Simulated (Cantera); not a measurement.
A closed system holds: 1 mol Si, 0.048 mol CO₂, 48 mol N₂, equilibrated at 1.60 mbar.

Equilibrium computed with Cantera from the NASA thermochemical tables; the gas is ideal and each condensed phase is pure. Candidate condensed phases: C, Si, SiC, SiO₂, Si₂N₂O, Si₃N₄; 34 gas species. N₂ is the only nitrogen source here; it is nearly inert below about 1500 K, so the nitride shown seldom forms there in practice. Mutual solubility and eutectic melting of coexisting phases are not modelled. The tables' values for SiN are old estimates; treat these amounts as uncertain. Rates play no part.

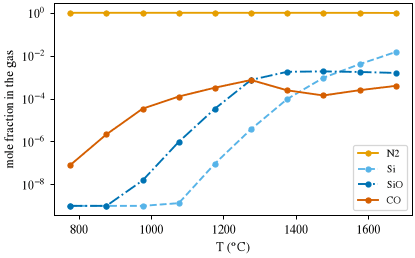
Equilibrium gas composition (values under 1e-9 drawn at 1e-9)

Read off the mole fractions at 1177 °C.

N₂ about 1.00, CO about 0.00032, SiO about 3.4e-5, Si about 9.3e-8.
